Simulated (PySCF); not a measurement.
# Geometry relaxation, with input and output: C$_{2}$H$_{6}$GeO

System: C$_{2}$H$_{6}$GeO.
Method: PBE0-D3(BJ)/def2-SVP geometry optimisation, gas phase (PySCF 2.14.0).

It belongs to a series of runs on one base structure; here: H on Ge replaced by CHO.

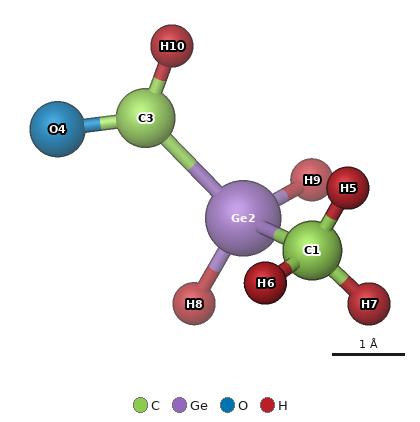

Fig. 1: The starting structure (ball-and-stick view, seen at a tilt; atoms are numbered from 1 in the order of the input). Sticks mark near contacts.

## Input file
```
{"job": {"xc": "PBE0", "basis": "def2-SVP", "d3": "d3bj", "grid": 1, "shake": 0.01, "kind": "geom"}, "charge": 0, "multiplicity": 1}
C     -1.401280    -0.544770    -0.034100
Ge     0.076730     0.750720    -0.105620
C      1.792680    -0.203780     0.180010
O      2.534410    -0.065120     1.156830
H     -1.292520    -1.311470    -0.789370
H     -1.491790    -0.977020     0.940910
H     -2.350420    -0.013020    -0.241550
H     -0.050940     1.844460     0.918340
H      0.114760     1.410400    -1.444280
H      2.118810    -0.911330    -0.602220
```

The first line tells a small driver script what to run in PySCF; the rest is the geometry in Å.

Machine: 1 CPU thread, shared host.

Launched with:
```bash
OMP_NUM_THREADS=1 python <driver script> task.json out
```

## Output
```
step   0  E = -2231.20314538  max force = 0.041416
step   1  E = -2231.20628844  max force = 0.014694
step   2  E = -2231.20410391  max force = 0.019470
step   3  E = -2231.20773093  max force = 0.003298
step   4  E = -2231.20782529  max force = 0.000776
step   5  E = -2231.20786277  max force = 0.000580
step   6  E = -2231.20787189  max force = 0.000183
optimisation converged
```

## Trajectory as extended XYZ (Å, eV, eV/Å), 7 frames, from step=0 to step=6
```
10
Properties=species:S:1:pos:R:3:forces:R:3 step=0 energy=-60714.13008
C    -1.4013   -0.5448   -0.0341   -0.2523   1.2701  -0.5665
Ge    0.0767    0.7507   -0.1056   -0.2007  -0.7270   0.4869
C     1.7927   -0.2038    0.1800    1.7052   0.3940   2.1297
O     2.5344   -0.0651    1.1568   -1.6595  -0.0726  -1.7161
H    -1.2925   -1.3115   -0.7894    0.1607  -0.4970  -0.3512
H    -1.4918   -0.9770    0.9409    0.0398  -0.5285   0.9232
H    -2.3504   -0.0130   -0.2415    0.2143  -0.0606   0.0102
H    -0.0509    1.8445    0.9183   -0.0941   0.3494   0.5448
H     0.1148    1.4104   -1.4443    0.0653   0.2846  -0.9334
H     2.1188   -0.9113   -0.6022    0.0214  -0.4125  -0.5276
10
Properties=species:S:1:pos:R:3:forces:R:3 step=1 energy=-60714.21560
C    -1.3954   -0.5302   -0.1036   -0.0841   0.0657   0.1076
Ge    0.0921    0.7385   -0.1562   -0.0065   0.0449  -0.3583
C     1.8113   -0.2155    0.2465   -0.7556   0.2441  -0.1689
O     2.2744   -0.0109    1.3313    0.6584  -0.1960   0.4382
H    -1.2823   -1.3194   -0.8596    0.0532  -0.0400   0.0275
H    -1.4756   -0.9825    0.8980    0.0633  -0.0318  -0.1011
H    -2.3376   -0.0011   -0.3053   -0.0199   0.0324  -0.0232
H    -0.0558    1.8076    0.9405    0.0173  -0.0490   0.0014
H     0.1449    1.4404   -1.5407   -0.0082  -0.1065   0.0741
H     2.2739   -0.9484   -0.4719    0.0822   0.0362   0.0027
10
Properties=species:S:1:pos:R:3:forces:R:3 step=2 energy=-60714.15616
C    -1.4032   -0.5282   -0.1075    0.0017  -0.0023   0.0168
Ge    0.0708    0.7539   -0.1513   -0.0050   0.2381   0.5227
C     1.7841   -0.1783    0.3221    1.0012  -0.7934  -0.5158
O     2.4696   -0.1359    1.3112   -0.7619   0.6590   0.3371
H    -1.2506   -1.3346   -0.8386    0.0151  -0.0204   0.0114
H    -1.4966   -0.9648    0.8974    0.0265  -0.0223  -0.0193
H    -2.3476   -0.0175   -0.3487    0.0371   0.0093  -0.0139
H    -0.1125    1.8418    0.9183   -0.1271   0.0943   0.0019
H     0.1543    1.4097   -1.5492    0.1534  -0.1302   0.0549
H     2.1817   -0.8675   -0.4745   -0.3409  -0.0320  -0.3959
10
Properties=species:S:1:pos:R:3:forces:R:3 step=3 energy=-60714.25486
C    -1.3967   -0.5269   -0.1014   -0.0495   0.0282   0.0033
Ge    0.0802    0.7502   -0.1447    0.0033   0.0505   0.1223
C     1.7892   -0.2058    0.2783    0.1696   0.0320   0.0471
O     2.3668   -0.0639    1.3253   -0.1421  -0.0135  -0.1401
H    -1.2507   -1.3271   -0.8408    0.0145  -0.0078   0.0052
H    -1.4823   -0.9743    0.8991    0.0143  -0.0184  -0.0033
H    -2.3405   -0.0103   -0.3314    0.0093  -0.0178  -0.0021
H    -0.0927    1.8342    0.9332   -0.0240   0.0013  -0.0103
H     0.1670    1.4083   -1.5382    0.0459  -0.0440  -0.0187
H     2.2096   -0.9057   -0.5002   -0.0413  -0.0106  -0.0033
10
Properties=species:S:1:pos:R:3:forces:R:3 step=4 energy=-60714.25743
C    -1.3945   -0.5265   -0.0962   -0.0090   0.0132   0.0049
Ge    0.0791    0.7563   -0.1383   -0.0074   0.0399   0.0343
C     1.7886   -0.2011    0.2687   -0.0205  -0.0252  -0.0040
O     2.3619   -0.0682    1.3168    0.0216   0.0054   0.0133
H    -1.2394   -1.3268   -0.8338    0.0097  -0.0026   0.0010
H    -1.4780   -0.9757    0.9037    0.0066  -0.0089   0.0010
H    -2.3412   -0.0178   -0.3298    0.0009  -0.0074  -0.0004
H    -0.0982    1.8438    0.9349   -0.0112  -0.0017  -0.0084
H     0.1749    1.4021   -1.5371    0.0134  -0.0189  -0.0159
H     2.1968   -0.9075   -0.5098   -0.0040   0.0063  -0.0259
10
Properties=species:S:1:pos:R:3:forces:R:3 step=5 energy=-60714.25844
C    -1.3921   -0.5264   -0.0900    0.0078  -0.0020   0.0027
Ge    0.0762    0.7626   -0.1316   -0.0061   0.0131   0.0021
C     1.7846   -0.1999    0.2643   -0.0280  -0.0083  -0.0068
O     2.3694   -0.0739    1.3066    0.0298   0.0001   0.0211
H    -1.2262   -1.3274   -0.8248    0.0023   0.0016  -0.0010
H    -1.4743   -0.9759    0.9098   -0.0009  -0.0002   0.0035
H    -2.3417   -0.0264   -0.3291   -0.0043  -0.0053   0.0020
H    -0.1070    1.8551    0.9347   -0.0016   0.0009  -0.0059
H     0.1800    1.3939   -1.5368   -0.0011  -0.0025  -0.0060
H     2.1811   -0.9030   -0.5240    0.0019   0.0027  -0.0117
10
Properties=species:S:1:pos:R:3:forces:R:3 step=6 energy=-60714.25869
C    -1.3897   -0.5281   -0.0840    0.0094  -0.0055   0.0023
Ge    0.0732    0.7670   -0.1284   -0.0013  -0.0030  -0.0060
C     1.7824   -0.1973    0.2604   -0.0042  -0.0007   0.0017
O     2.3778   -0.0759    1.2975    0.0040   0.0017  -0.0007
H    -1.2169   -1.3294   -0.8171   -0.0008   0.0008  -0.0001
H    -1.4698   -0.9768    0.9163   -0.0015   0.0021   0.0029
H    -2.3426   -0.0356   -0.3255   -0.0027  -0.0024   0.0024
H    -0.1130    1.8637    0.9326    0.0015   0.0025  -0.0025
H     0.1784    1.3891   -1.5378   -0.0056   0.0033   0.0006
H     2.1703   -0.8980   -0.5348    0.0012   0.0012  -0.0007
```

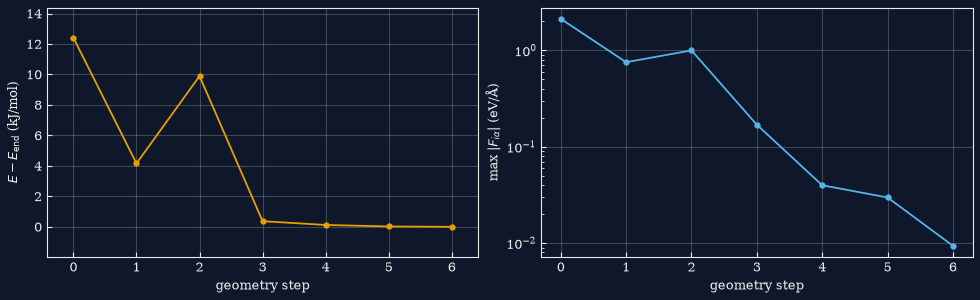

Fig. 2: Progress of the relaxation, step by step (steps are counted from 0).

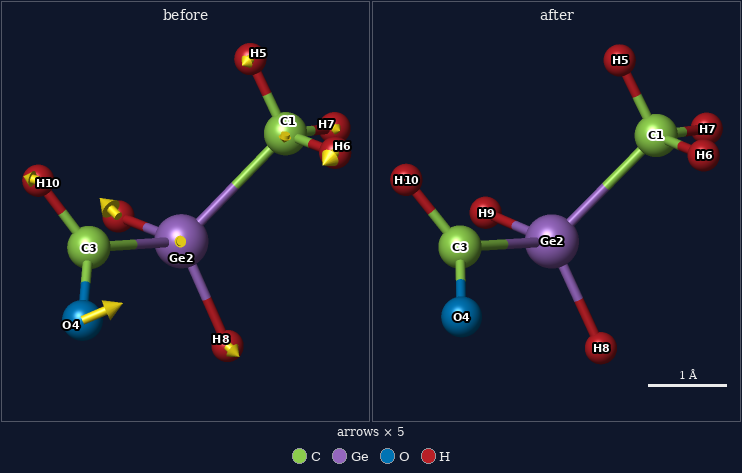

Fig. 3: Before (left) and after (right) the relaxation, at one scale (ball-and-stick view, seen at a tilt). The yellow arrows give the displacements, magnified 5 times. The atom that moves furthest after the best rigid fit is O4 (0.12 Å). Largest moves by element: O 0.12 Å, H 0.08 Å, C 0.03 Å, Ge 0.02 Å. Among the contacts that change: Ge2–H9 1.493 → 1.544 Å, Ge2–H8 1.504 → 1.537 Å, C3–O4 1.234 → 1.202 Å, C1–H6 1.070 → 1.099 Å. Among the angles that change: H8–Ge2–H9 106.9° → 110.5°, O4–C3–H10 117.1° → 120.0°, Ge2–C3–O4 125.4° → 122.8°. After 6 geometry steps the energy has fallen by 12.4 kJ/mol. The largest force component goes from 2.1 to 0.0094 eV/Å. (Atoms are counted from 1 in the order of the input.)

## Summary

```csv
quantity,value
outcome,converged
total energy,−2231.207872 hartree
dipole moment,2.49 D
point group,C1
wall time,27 s
peak memory,0.42 GiB
```
